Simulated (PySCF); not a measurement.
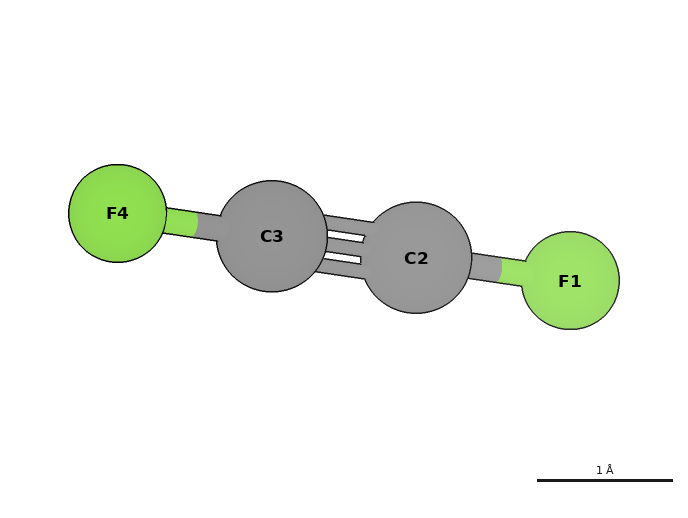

The atoms are numbered. The computed structure is the end point of a PBE0-D3(BJ)/def2-SVP optimisation. No frequency run is at hand to confirm it as a minimum.

**What is the geometry at C2?**

C2 has 2 neighbours (F1 at 1.28, C3 at 1.20 Å); the arrangement is linear.
